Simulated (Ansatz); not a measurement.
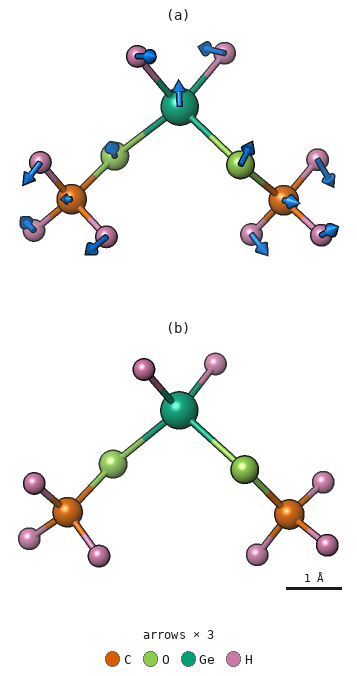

The structure of C2H8GeO2 (coarse preliminary run) before (top) and after (bottom) a relaxation, at one scale. The blue arrows give the displacements, magnified 3 times.

A ball-and-stick model, seen face on.

The start comes from a force field.

The calculation used RKS PBE-D4/def2-SVP in Ansatz 0.2.0. Set-up: force threshold 0.03 eV/Å; at most 200 steps.

Q: What changed between the two?

A: The largest move after the best rigid fit is that of an H atom, 0.24 Å. Largest moves by element: H 0.24 Å, O 0.20 Å, Ge 0.17 Å, C 0.13 Å. Near-neighbour distances that change, for instance: C–H 1.052 → 1.115 Å, Ge–H 1.599 → 1.548 Å, Ge–O 1.831 → 1.799 Å, Ge–O 1.774 → 1.799 Å. Among the angles between lasting bonds that change: Ge–O–C 105.2° → 118.7°, C–O–Ge 105.7° → 118.7°, H–Ge–H 105.7° → 117.8°. The energy falls by 43.4 kJ/mol in 7 geometry steps. The largest force component goes from 2.3 to 0.018 eV/Å. The run took 14 s on 4 threads of Arm Neoverse V1, with other jobs on the host.
